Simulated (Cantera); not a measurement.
Charge: 1 mol borazine, 0.058 mol O2, 0.97 mol H2, held at 0.133 bar.

Cantera equilibrium calculation (NASA polynomials, part measured and part estimated; ideal gas, pure solids and liquids). Candidate condensed phases: B, BN, B2O3, B3O3H3, H2O; 39 gas species. The feed counts by its element totals alone. Mutual solubility and eutectic melting of coexisting phases are not modelled. The tables' values for BH2 are old estimates; treat these amounts as uncertain. Gases not in the tables: H3BO3. The numbers say what is thermodynamically allowed, not how fast it happens.

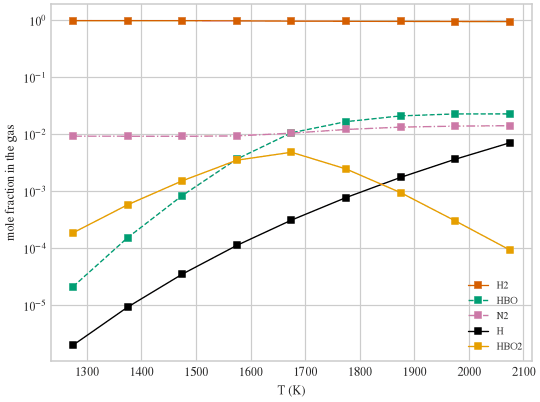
Figure. Equilibrium gas composition (values under 1e-9 drawn at 1e-9)

**Question.** Read off the mole fractions at 1775 K.

**Answer.** H2 about 0.96, HBO about 0.017, N2 about 0.012, HBO2 about 0.0025, H about 0.00078.
